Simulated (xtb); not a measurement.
## MoN2H3OF: energy and gradient calculation

The run: energy and gradient calculation of MoN2H3OF. Method and program: GFN0-xTB (xtb 6.7.1).

The geometry comes from this level: PBE0-D4/def2-TZVP.

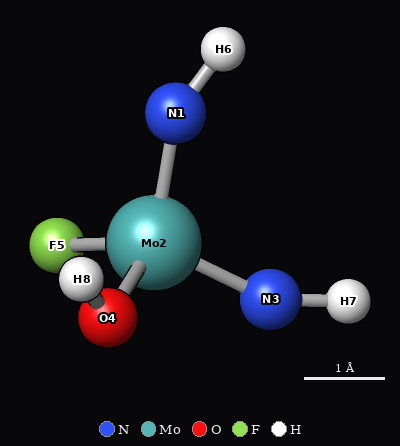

**Figure 1.** The structure as given in the input (ball-and-stick view, seen at a tilt; atoms are numbered from 1 in the order of the input). Sticks mark near contacts. Bond lengths as drawn: F–Mo 1.86 Å, H–N 1.01 Å, H–O 0.96 Å, Mo–N 1.72 Å and Mo–O 1.88 Å.

**Input file (mol.xyz)**
```
8
start
N     -1.054100     0.892300     0.551600
Mo     0.084700     0.044300    -0.421200
N      1.636200     0.099300     0.314000
O     -0.432400    -1.764900    -0.507000
F      0.171900     0.867200    -2.091200
H     -1.299500     1.446600     1.361000
H      2.317300     0.365700     1.011000
H     -1.332100    -2.007500    -0.273900
```

Run on 1 thread of Intel Xeon @ 2.50GHz (Skylake/Cascade Lake), 16 GiB of memory available, shared host.

Launch command:
```bash
xtb mol.xyz --gfn0 --grad --parallel 1 > xtb.out 2> xtb.err
```

**What the program printed**
```
* xtb version 6.7.1
   ID    Z sym.   atoms
    1    7 N      1, 3
    2   42 Mo     2
    3    8 O      4
    4    9 F      5
    5    1 H      6-8

           -------------------------------------------------
          |                Calculation Setup                |
           -------------------------------------------------

          program call               : xtb mol.xyz --gfn0 --grad --parallel 1
          coordinate file            : mol.xyz
          omp threads                :                     1

########################################################################
[WARNING] Please study the warnings concerning your input carefully
-1- prog_main_parseArguments: The use of '--gfn0' is discouraged, please use '--gfn 0' next time
########################################################################

           -------------------------------------------------
          |                 G F N 0 - x T B                 |
           -------------------------------------------------

      * Hamiltonian:
        H0-scaling (s, p, d)           2.000000    2.486800    2.270000
        zeta-weighting                 1.000000
      * Dispersion:
        s8                             2.850000
        a1                             0.800000
        a2                             4.600000
        s9                             0.000000
      * Repulsion:
        kExp                           1.500000
        rExp                           1.000000
      * Coulomb:
        alpha                          0.000000
        third order                    atomic
        anisotropic                    false
      * Polar bond correction:
        rad-shift                      0.053700
        strength                      -0.012900
        en-exp                         3.484700
        en-scale                       0.509700

          ...................................................
          :                      SETUP                      :
          :.................................................:
          :  # basis functions                  32          :
          :  # atomic orbitals                  31          :
          :  # shells                           17          :
          :  # electrons                        32          :
          :  electronic temp.          300.0000000     K    :
          :  accuracy                    1.0000000          :
          :  -> integral cutoff          0.2500000E+02      :
          :  -> integral neglect         0.1000000E-07      :
          ...................................................
  Checking positiv definite overlap ...  done.

         #    Occupation            Energy/Eh            Energy/eV
      -------------------------------------------------------------
         1        2.0000           -0.8071245             -21.9630
       ...           ...                  ...                  ...
        10        2.0000           -0.4614541             -12.5568
        11        2.0000           -0.4520002             -12.2996
        12        2.0000           -0.4499234             -12.2430
        13        2.0000           -0.4442233             -12.0879
        14        2.0000           -0.4395796             -11.9616
        15        2.0000           -0.4383185             -11.9273
        16        2.0000           -0.4350414             -11.8381 (HOMO)
        17                         -0.2578727              -7.0171 (LUMO)
        18                         -0.2332801              -6.3479
        19                         -0.2047125              -5.5705
        20                         -0.1905745              -5.1858
        21                         -0.1811609              -4.9296
       ...                                ...                  ...
        31                          0.8858369              24.1048
      -------------------------------------------------------------
                  HL-Gap            0.1771687 Eh            4.8210 eV
             Fermi-level            0.0000000 Eh            0.0000 eV

 EHT (total)                   0 d,  0 h,  0 min,  0.002 sec
 EHT setup                      ...        0 min,  0.000 sec (  2.303%)
 Coordination number            ...        0 min,  0.000 sec (  1.240%)
 EEQ model density              ...        0 min,  0.000 sec (  1.927%)
 D4 Dispersion                  ...        0 min,  0.000 sec (  4.161%)
 Integral evaluation            ...        0 min,  0.001 sec ( 28.912%)
 Cholesky factorization         ...        0 min,  0.000 sec (  1.845%)
 Zeroth order Hamiltonian       ...        0 min,  0.000 sec ( 13.144%)
 Gradient calculation           ...        0 min,  0.001 sec ( 41.270%)

         :::::::::::::::::::::::::::::::::::::::::::::::::::::
         ::                     SUMMARY                     ::
         :::::::::::::::::::::::::::::::::::::::::::::::::::::
         :: total energy             -17.149030599193 Eh    ::
         :: gradient norm              0.077692082265 Eh/a0 ::
         :: HOMO-LUMO gap              4.821004853830 eV    ::
         ::.................................................::
         :: H0 energy                -17.014669589424 Eh    ::
         :: repulsion energy           0.136830198179 Eh    ::
         :: electrostat energy        -0.268993255744 Eh    ::
         :: -> Gsolv                   0.000000000000 Eh    ::
         ::    -> Gsasa                0.000000000000 Eh    ::
         ::    -> Gshift               0.000000000000 Eh    ::
         :: dispersion energy         -0.002197952203 Eh    ::
         :: short-range corr.         -0.000000000000 Eh    ::
         :: add. restraining           0.000000000000 Eh    ::
         :: total charge               0.000000000000 e     ::
         :::::::::::::::::::::::::::::::::::::::::::::::::::::

           -------------------------------------------------
          |                Property Printout                |
           -------------------------------------------------

    * Orbital Energies and Occupations

         #    Occupation            Energy/Eh            Energy/eV
      -------------------------------------------------------------
         1        2.0000           -0.8071245             -21.9630
       ...           ...                  ...                  ...
         4        2.0000           -0.6862042             -18.6726
         5        2.0000           -0.5288894             -14.3918
         6        2.0000           -0.5270510             -14.3418
         7        2.0000           -0.5240056             -14.2589
         8        2.0000           -0.4682678             -12.7422
         9        2.0000           -0.4661618             -12.6849
        10        2.0000           -0.4614541             -12.5568
        11        2.0000           -0.4520002             -12.2996
        12        2.0000           -0.4499234             -12.2430
        13        2.0000           -0.4442233             -12.0879
        14        2.0000           -0.4395796             -11.9616
        15        2.0000           -0.4383185             -11.9273
        16        2.0000           -0.4350414             -11.8381 (HOMO)
        17                         -0.2578727              -7.0171 (LUMO)
        18                         -0.2332801              -6.3479
        19                         -0.2047125              -5.5705
        20                         -0.1905745              -5.1858
        21                         -0.1811609              -4.9296
        22                         -0.1706081              -4.6425
        23                         -0.1381501              -3.7593
        24                         -0.1346942              -3.6652
        25                          0.1938185               5.2741
        26                          0.2270376               6.1780
        27                          0.2482577               6.7554
       ...                                ...                  ...
        31                          0.8858369              24.1048
      -------------------------------------------------------------
                  HL-Gap            0.1771687 Eh            4.8210 eV
             Fermi-level            0.0000000 Eh            0.0000 eV

     #   Z          covCN         q      C6AA      α(0)
     1   7 N        1.717    -0.840    47.067    10.183
     2  42 Mo       3.268     0.830   333.899    44.405
     3   7 N        1.717    -0.795    45.084     9.966
     4   8 O        1.606    -0.415    21.012     6.199
     5   9 F        0.735    -0.162    10.905     3.805
     6   1 H        0.862     0.507     0.325     0.894
     7   1 H        0.861     0.501     0.333     0.904
     8   1 H        0.821     0.374     0.533     1.146

 Mol. C6AA /au·bohr⁶  :       1651.389408
 Mol. C8AA /au·bohr⁸  :      86661.611078
 Mol. α(0) /au        :         77.500225

Wiberg/Mayer (AO) data.
largest (>0.10) Wiberg bond orders for each atom

 ---------------------------------------------------------------------------
     #   Z sym  total        # sym  WBO       # sym  WBO       # sym  WBO
 ---------------------------------------------------------------------------
     1   7 N    2.617 --     2 Mo   1.581     6 H    0.943
     2  42 Mo   5.016 --     1 N    1.581     3 N    1.569     4 O    0.975
                             5 F    0.804
     3   7 N    2.621 --     2 Mo   1.569     7 H    0.943
     4   8 O    2.025 --     2 Mo   0.975     8 H    0.959
     5   9 F    0.869 --     2 Mo   0.804
     6   1 H    0.980 --     1 N    0.943
     7   1 H    0.979 --     3 N    0.943
     8   1 H    0.987 --     4 O    0.959
 ---------------------------------------------------------------------------

Topologies differ in total number of bonds
Writing topology from bond orders to xtbtopo.mol

 dipole moment from electron density (au)
     X       Y       Z
  -0.9078  -1.1733  -0.7825  total (Debye):    4.263

           -------------------------------------------------
          | TOTAL ENERGY              -17.149030599193 Eh   |
          | GRADIENT NORM               0.077692082265 Eh/α |
          | HOMO-LUMO GAP               4.821004853830 eV   |
           -------------------------------------------------

------------------------------------------------------------------------
------------------------------------------------------------------------
 total:
 *  cpu-time:     0 d,  0 h,  0 min,  0.013 sec
 * ratio c/w:     1.000 speedup
 SCF:
 *  cpu-time:     0 d,  0 h,  0 min,  0.002 sec
 * ratio c/w:     1.000 speedup
```

**Standard error**
```
normal termination of xtb
```

**Key numbers**

```json
{"quantity": "outcome", "value": "converged"}
{"quantity": "electrons treated", "value": "32"}
{"quantity": "total energy", "value": "−17.149031 hartree"}
{"quantity": "dispersion energy", "value": "−0.002198 hartree"}
{"quantity": "basis functions", "value": "32"}
{"quantity": "largest force", "value": "2.627 eV/Å"}
{"quantity": "HOMO", "value": "−11.84 eV"}
{"quantity": "LUMO", "value": "−7.02 eV"}
{"quantity": "dipole moment", "value": "4.26 D"}
{"quantity": "peak memory", "value": "0.07 GiB"}
```
